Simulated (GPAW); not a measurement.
# STM contrast on Mg/W(100)

Wanted: filled- and empty-state images of Mg/W(100), with its work function.

Main program and level: GPAW 26.7.0; GPAW, PAW setups; slab in vacuum, relaxation, in the first sound run; inputs show where later runs differ.

## (1) The starting structure

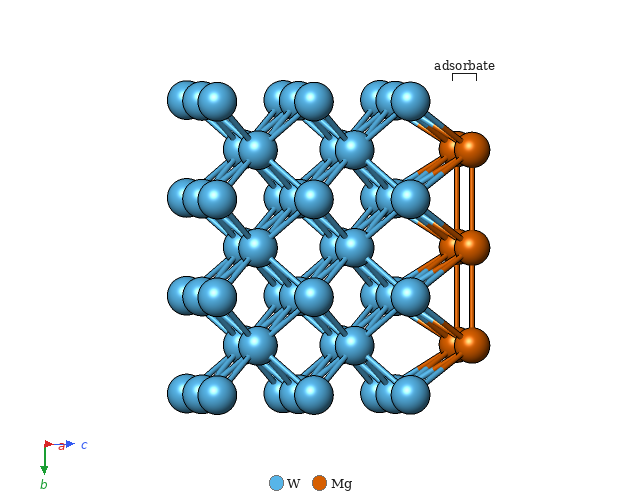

Start, viewed from the side, with the c axis across the page; tungsten blue, magnesium orange. 2×3×1 cells are drawn. Some periodic images of atoms are drawn too.

The cell holds 6 atoms: 5 W and 1 Mg. Cell: a = 3.160 Å, b = 3.160 Å, c = 24.585 Å, α = 90.0°, β = 90.0°, γ = 90.0°. Vacuum lies along c.

## (2) Relaxing the atoms

Forces are removed first; all later runs use this geometry. The lowest 3 atoms are held at bulk positions and keep their forces.

run.py

```python
import json
import numpy as np
from ase import Atoms
from ase.constraints import FixAtoms
from ase.optimize import BFGS
from gpaw import GPAW, PW

slab = Atoms(
    ['W', 'W', 'W', 'W', 'W', 'Mg'],
    positions=[
        [0.00000, 0.00000, 8.00000],
        [1.58000, 1.58000, 9.58000],
        [0.00000, 0.00000, 11.16000],
        [1.58000, 1.58000, 12.74000],
        [0.00000, 0.00000, 14.32000],
        [1.58000, 1.58000, 16.58476]],
    cell=[[3.16, 0.0, 0.0], [0.0, 3.16, 0.0], [0.0, 0.0, 24.58476]],
    pbc=[True, True, False])

slab.calc = GPAW(mode=PW(400), xc='PBE', kpts={'size': (10, 10, 1), 'gamma': True},
                 occupations={'name': 'fermi-dirac', 'width': 0.1}, nbands='200%',
                 convergence={'density': 1e-05}, maxiter=200,
                 poissonsolver={'dipolelayer': 'xy'},
                 symmetry={'tolerance': 1e-3, 'extra_ids': [1, 1, 1, 0, 0, 0]}, txt='slab.txt')
result = {}
slab.set_constraint(FixAtoms([0, 1, 2]))
path = []
opt = BFGS(slab, maxstep=0.2)
opt.attach(lambda: path.append((slab.get_potential_energy(), slab.positions.tolist(), slab.get_forces().tolist())))
result['relaxed'] = bool(opt.run(fmax=0.03, steps=40))
result['path'] = path
energy = slab.get_potential_energy()
fermi = slab.calc.get_fermi_level()
v = slab.calc.get_electrostatic_potential().mean((0, 1)) - fermi
n = slab.calc.get_pseudo_density().mean((0, 1))
L = slab.cell[2, 2]
z = np.arange(len(v)) * L / len(v)
low, high = slab.positions[:, 2].min(), slab.positions[:, 2].max()
below, above = np.interp([low - 5.8, high + 5.8], z, v)
slopes = [np.interp(x, z, np.gradient(v, z)) for x in (low - 5.8, high + 5.8)]
eps = np.array([[slab.calc.get_eigenvalues(k, s) for k in range(len(slab.calc.get_ibz_k_points()))]
                for s in range(slab.calc.get_number_of_spins())]) - fermi
top, bottom = eps[eps < 0].max(), eps[eps > 0].min()
dipole = slab.get_dipole_moment()[2]
print(f'energy {energy:.4f} eV, Fermi level {fermi:.4f} eV, dipole {dipole:.5f} e A')
print(f'potential 5.8 A off the faces, from the Fermi level: lower {below:.4f} eV, upper {above:.4f} eV')
print(f'slope of the potential there: lower {slopes[0]:.5f}, upper {slopes[1]:.5f} eV/A')
print(f'nearest levels on the mesh: {top:.4f} and {bottom:.4f} eV')
print('magnetic moment', round(slab.get_magnetic_moment(), 3))
result.update(energy=energy, fermi=fermi, dipole=dipole, below=below, above=above, slopes=slopes, edges=[top, bottom],
              z=z.tolist(), v=v.tolist(), n=n.tolist(), positions=slab.positions.tolist(),
              forces=slab.get_forces(apply_constraint=False).tolist(), moments=slab.get_magnetic_moments().tolist())
json.dump(result, open('result.json', 'w'))
```

Launch:

```sh
$ OMP_NUM_THREADS=1 OPENBLAS_NUM_THREADS=1 python run.py
```

Log:

```text
Step          Energy          fmax
BFGS:    0      -55.252329        1.089466
BFGS:    1      -55.284874        1.071473
BFGS:    2      -55.442654        0.886524
BFGS:    3      -55.467485        0.967029
BFGS:    4      -55.509969        0.672839
BFGS:    5      -55.525289        0.589937
BFGS:    6      -55.540781        0.695780
BFGS:    7      -55.556201        0.684447
BFGS:    8      -55.585001        0.547765
BFGS:    9      -55.597726        0.264784
BFGS:   10      -55.599614        0.023462
energy -55.5187 eV, Fermi level 2.8785 eV, dipole 0.06813 e A
potential 5.8 A off the faces, from the Fermi level: lower 4.2447 eV, upper 3.0134 eV
slope of the potential there: lower -0.00022, upper -0.00018 eV/A
nearest levels on the mesh: -0.0365 and 0.0077 eV
magnetic moment 0.0
```

The job ended after 36 min (1 thread of Arm Neoverse V2, shared host; peak memory 0.33 GiB).

Relaxation path:

```csv
step,energy less that of the first step (eV),largest force (eV/Å)
1,0.0000,1.0895
2,-0.0331,1.0715
3,-0.1938,0.8865
4,-0.2192,0.9670
5,-0.2633,0.6728
6,-0.2793,0.5899
7,-0.2954,0.6958
8,-0.3114,0.6844
9,-0.3413,0.5478
10,-0.3542,0.2648
11,-0.3558,0.0235
```

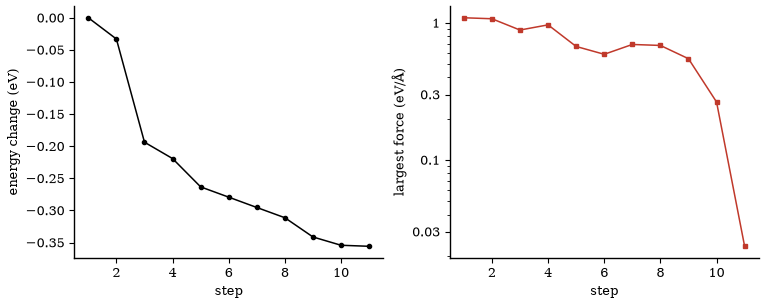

Energy and largest force along the relaxation.

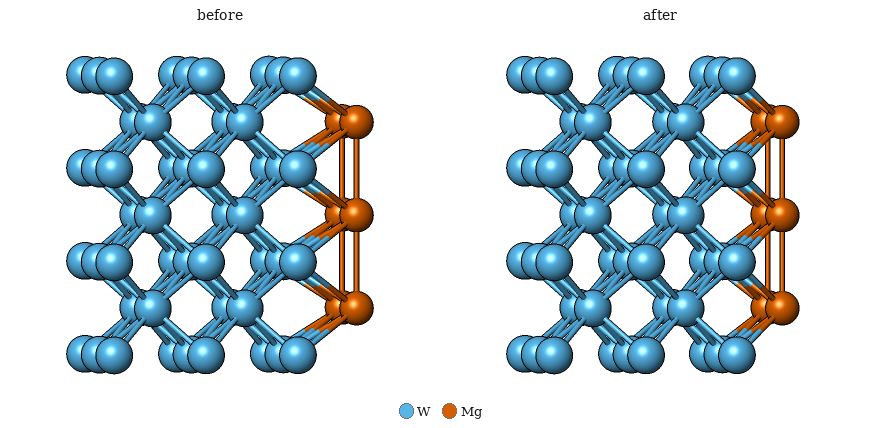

Before and after, at one scale.

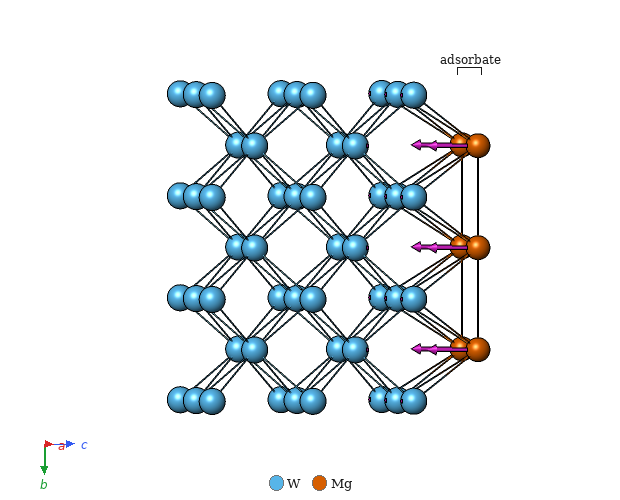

Displacements in the relaxation, exaggerated; the longest in the cell stands for 0.49 Å. 2×3×1 cells are drawn. Some periodic images of atoms are drawn too.

The atoms that moved most (Å):

```csv
atom,dx,dy,dz,length
Mg6,0.000,0.000,-0.489,0.489
W5,0.000,0.000,-0.034,0.034
W4,0.000,0.000,0.031,0.031
```

Final coordinates:

```
W Mg
1.0
     3.16000    0.00000    0.00000
     0.00000    3.16000    0.00000
     0.00000    0.00000   24.58476
W Mg
5 1
Direct
  0.00000 0.00000 0.32540
  0.50000 0.50000 0.38967
  0.00000 0.00000 0.45394
  0.50000 0.50000 0.51947
  0.00000 0.00000 0.58109
  0.50000 0.50000 0.65471
```

This step gave:

```yaml
dipole_along_the_normal: 0.06813 e·Å
levels_nearest_the_fermi_level_on_the_mesh: -0.03646, 0.007672 eV from the Fermi level
upper_work_function: 3.013 eV
lower_work_function: 4.245 eV
```

The electrostatic potential energy of an electron (without an applied field's), less the Fermi level, planar mean oscillates, so the rows of the table below give means over windows of 1.59 Å about each position, cut where the curve ends. Its maxima inside the range that stand out by 2 % of the span (Å: eV): 1.3: 4.25, 8.8: -8.56, 10.3: -9.09, 12.0: -8.47, 13.5: -9.68, 15.4: -2.79. Its minima: 8.0: -20.0, 9.6: -20.5, 11.2: -20.7, 12.8: -20.5, 14.2: -20.0, 16.1: -7.81.

Table of electrostatic potential energy of an electron (without an applied field's), less the Fermi level, planar mean by z; means over each step:

```csv
z (Å),"electrostatic potential energy of an electron (without an applied field's), less the Fermi level, planar mean (eV)"
0.80,4.17
2.39,4.24
3.98,4.24
5.57,3.93
7.16,-5.07
8.75,-14.3
10.34,-14.7
11.93,-14.2
13.52,-15.1
15.11,-8.08
16.70,-2.85
18.29,2.68
19.88,3.00
21.47,3.01
23.06,3.01
```

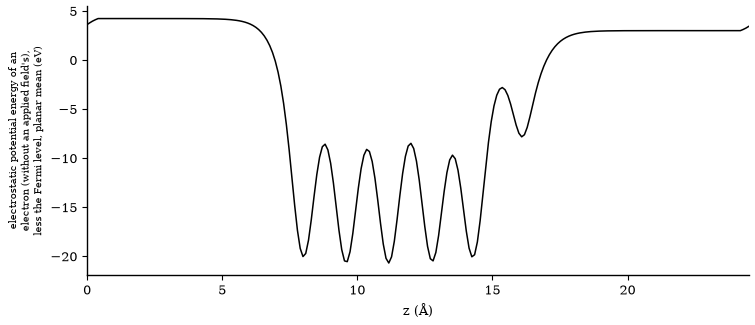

Electrostatic potential energy of an electron (without an applied field's), less the Fermi level, planar mean against z.

The pseudo valence density, planar mean oscillates, so the rows of the table below give means over windows of 2 Å about each position, cut where the curve ends. Its maxima inside the range that stand out by 2 % of the span (Å: e/Å³): 8.0: 1.34, 9.6: 1.35, 11.1: 1.32, 12.7: 1.35, 14.3: 1.34, 16.2: 1.32. Its minima: 8.8: 0.532, 10.4: 0.530, 11.9: 0.509, 13.5: 0.569, 15.4: 0.221.

The pseudo valence density, planar mean by z; means over each step:

```csv
z (Å),"pseudo valence density, planar mean (e/Å³)"
2,4.0e-6
4,3.6e-4
6,0.0299
8,0.731
10,0.890
12,0.943
14,0.859
16,0.536
18,0.0158
20,2.7e-4
22,3.1e-6
```

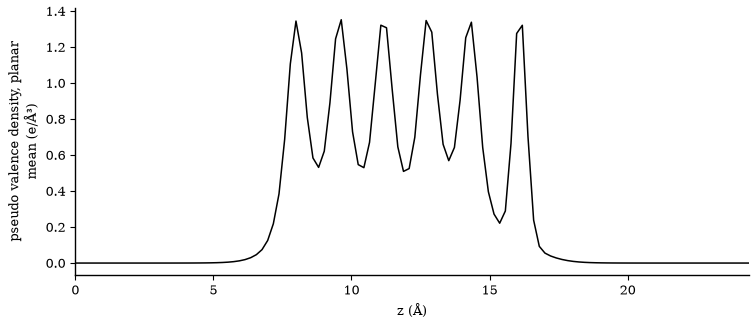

Pseudo valence density, planar mean against z.

The relaxation lowered the energy of the cell by 0.356 eV (energies extrapolated to zero smearing; the optimiser's log prints free energies). The largest force left on a free atom is 0.023 eV/Å.

## (3) The slab's potential

The work function is the vacuum plateau of the electrostatic potential less the Fermi level; a dipole layer lets the two faces have plateaus of their own.

This step: GPAW, PAW setups; slab in vacuum (GPAW 26.7.0).

Edit run.py of step 2 so:

```diff
@@ -3,4 +3,3 @@
 from ase import Atoms
-from ase.constraints import FixAtoms
-from ase.optimize import BFGS
+from ase.dft.stm import STM
 from gpaw import GPAW, PW
@@ -13,5 +12,5 @@
         [0.00000, 0.00000, 11.16000],
-        [1.58000, 1.58000, 12.74000],
-        [0.00000, 0.00000, 14.32000],
-        [1.58000, 1.58000, 16.58476]],
+        [1.58000, 1.58000, 12.77109],
+        [-0.00000, -0.00000, 14.28588],
+        [1.58000, 1.58000, 16.09591]],
     cell=[[3.16, 0.0, 0.0], [0.0, 3.16, 0.0], [0.0, 0.0, 24.58476]],
@@ -23,10 +22,4 @@
                  poissonsolver={'dipolelayer': 'xy'},
-                 symmetry={'tolerance': 1e-3, 'extra_ids': [1, 1, 1, 0, 0, 0]}, txt='slab.txt')
+                 symmetry={'tolerance': 1e-3}, txt='slab.txt')
 result = {}
-slab.set_constraint(FixAtoms([0, 1, 2]))
-path = []
-opt = BFGS(slab, maxstep=0.2)
-opt.attach(lambda: path.append((slab.get_potential_energy(), slab.positions.tolist(), slab.get_forces().tolist())))
-result['relaxed'] = bool(opt.run(fmax=0.03, steps=40))
-result['path'] = path
 energy = slab.get_potential_energy()
@@ -52,2 +45,16 @@
               forces=slab.get_forces(apply_constraint=False).tolist(), moments=slab.get_magnetic_moments().tolist())
+
+# Images need the states of the whole zone, up to time reversal
+slab.calc = slab.calc.fixed_density(symmetry={'point_group': False}, txt='states.txt', nbands='320%',
+                                    convergence={'bands': 'CBM+2.3'})
+stm = STM(slab)
+result['stm'] = []
+for bias in [-1.5, 2.0]:
+    height = high + 3.5
+    current = stm.get_averaged_current(bias, height)
+    x, y, h = stm.scan(bias, current)
+    i, f = divmod(height / L * stm.ldos.shape[2], 1)
+    I = abs((1 - f) * stm.ldos[:, :, int(i)] + f * stm.ldos[:, :, int(i) + 1])
+    print(f'bias {bias} V: mean current at 3.5 A {current:.4e}, corrugation {np.ptp(h):.4f} A')
+    result['stm'].append(dict(bias=bias, current=current, h=(h - high).tolist(), I=I.tolist()))
 json.dump(result, open('result.json', 'w'))
```

Log:

```text
energy -55.5187 eV, Fermi level 2.8785 eV, dipole 0.06813 e A
potential 5.8 A off the faces, from the Fermi level: lower 4.2447 eV, upper 3.0133 eV
slope of the potential there: lower -0.00022, upper -0.00019 eV/A
nearest levels on the mesh: -0.0365 and 0.0077 eV
magnetic moment 0.0
bias -1.5 V: mean current at 3.5 A 9.2375e-05, corrugation 0.0561 A
bias 2.0 V: mean current at 3.5 A 2.0176e-03, corrugation 0.1524 A
```

The job ended after 8.8 min (1 thread; peak memory 0.91 GiB).

This step gave:

* levels nearest the Fermi level on the mesh: -0.03646, 0.007683 eV from the Fermi level
* corrugation -1.5: 0.05609 Å
* corrugation 2: 0.1524 Å

The electrostatic potential energy of an electron (without an applied field's), less the Fermi level, planar mean oscillates, so the rows of the table below give means over windows of 1.59 Å about each position, cut where the curve ends. Its maxima inside the range that stand out by 2 % of the span (Å: eV): 1.3: 4.25, 8.8: -8.56, 10.3: -9.09, 12.0: -8.47, 13.5: -9.68, 15.4: -2.79. Its minima: 8.0: -20.0, 9.6: -20.5, 11.2: -20.7, 12.8: -20.5, 14.2: -20.0, 16.1: -7.81.

The electrostatic potential energy of an electron (without an applied field's), less the Fermi level, planar mean by z; means over each step:

(Unchanged from step 2.)

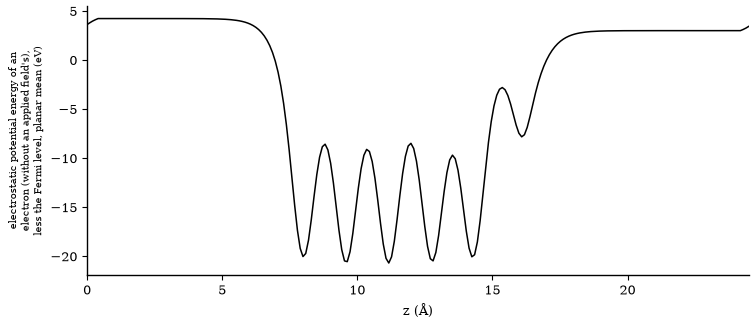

Electrostatic potential energy of an electron (without an applied field's), less the Fermi level, planar mean against z.

The pseudo valence density, planar mean oscillates, so the rows of the table below give means over windows of 1 Å about each position, cut where the curve ends. Its maxima inside the range that stand out by 2 % of the span (Å: e/Å³): 8.0: 1.34, 9.6: 1.35, 11.1: 1.32, 12.7: 1.35, 14.3: 1.34, 16.2: 1.32. Its minima: 8.8: 0.532, 10.4: 0.530, 11.9: 0.509, 13.5: 0.569, 15.4: 0.221.

Pseudo valence density, planar mean against z; means over each step:

```csv
z (Å),"pseudo valence density, planar mean (e/Å³)"
3,2.2e-5
4,2.1e-4
5,0.00193
6,0.0174
7,0.199
8,1.01
9,0.777
10,0.874
11,1.02
12,0.675
13,1.02
14,0.970
15,0.486
16,0.840
17,0.112
18,0.0115
19,0.00146
20,1.6e-4
21,1.7e-5
```

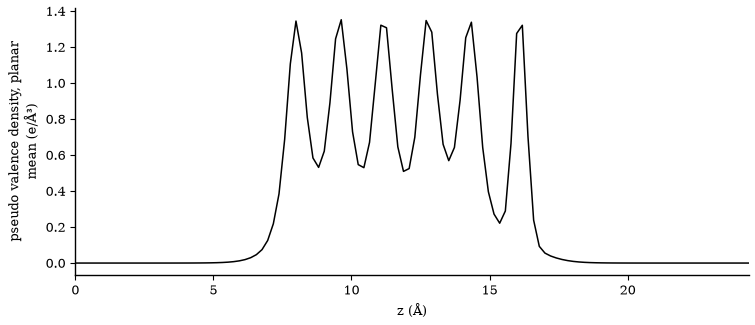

Pseudo valence density, planar mean against z.

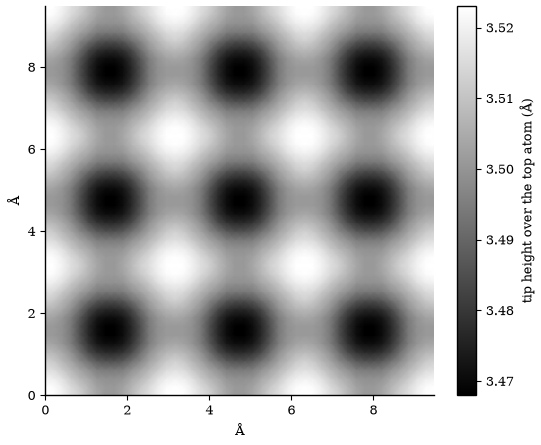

Tip height over the top atom over a1 and a2. Sample bias -1.5 V, constant current at the mean current 3.5 Å over the top atom. The cell is repeated, with its origin at the lower left corner.

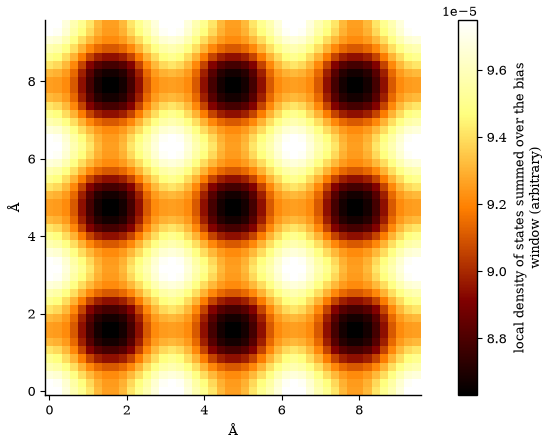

Local density of states summed over the bias window over a1 and a2. Sample bias -1.5 V, constant height 3.5 Å over the top atom. The cell is repeated, with its origin at the lower left corner.

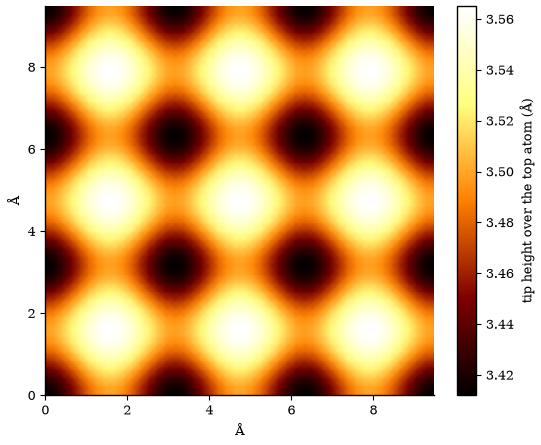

Tip height over the top atom over a1 and a2. Sample bias 2 V, constant current at the mean current 3.5 Å over the top atom. The cell is repeated, with its origin at the lower left corner.

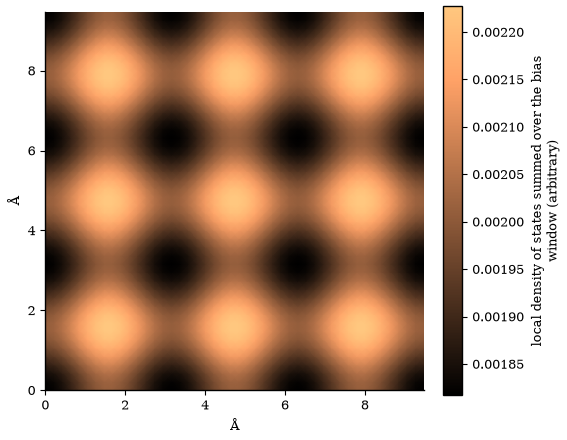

Local density of states summed over the bias window over a1 and a2. Sample bias 2 V, constant height 3.5 Å over the top atom. The cell is repeated, with its origin at the lower left corner.

Force by atom:

```csv
atom,x (eV/Å),y (eV/Å),z (eV/Å),size
W1,0.00,0.00,1.27,1.27
W2,0.00,0.00,-1.38,1.38
W3,0.00,0.00,0.08,0.08
W4,0.00,0.00,0.02,0.02
W5,0.00,0.00,0.00,0.00
Mg6,0.00,0.00,0.00,0.00
```

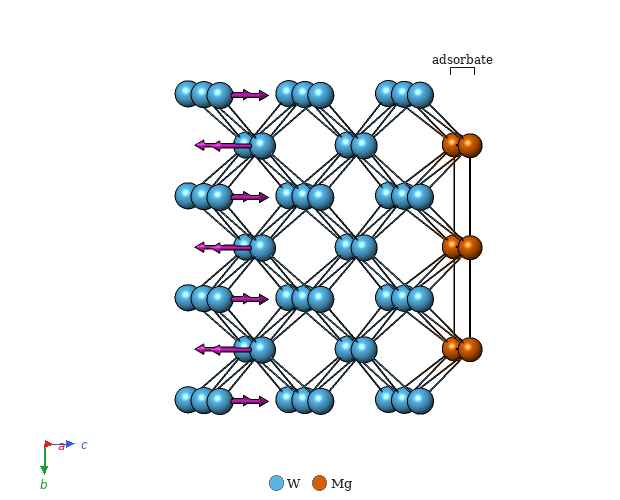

Force as arrows, the longest 1.38 eV/Å. 2×3×1 cells are drawn. Some periodic images of atoms are drawn too.

The potential is flat to 2.2e-4 eV/Å where it is read, so the vacuum is wide enough.

## (4) Summary of results

```
work function, upper and lower face : 3.013 and 4.245 eV
dipole along the normal             : 0.0681 e Å
corrugation at -1.5 V               : 0.0561 Å
corrugation at 2 V                  : 0.152 Å
```

**Reading.** The corrugation at constant current is largest at 2 V, where the tip height varies by 0.15 Å over the cell. Negative sample bias images filled states, positive bias empty ones. The two faces differ by 1.2 eV, the step that the slab's dipole makes (e p/(ε0 A) gives 1.2 eV), so the dipole layer is needed. The images are of Tersoff-Hamann type: an s-wave tip, no tip-sample forces, heights closer than in a microscope. The cell of 9.99 Å² holds one Mg, started on one chosen site; other sites and coverages weren't tried. The in-plane lattice was kept as typed, which isn't the functional's own and leaves some strain; spin-orbit coupling and temperature are left out.

[Logs are printed without paths, hosts, clocks, repeated set-up lines and the standing remarks that a program may print on its own settings, such as how far it seeks lower states.]

[Hosts, paths, dates, database ids (printed as entryN), source tags and the programs' standing remarks are cut or masked in the printed files.]
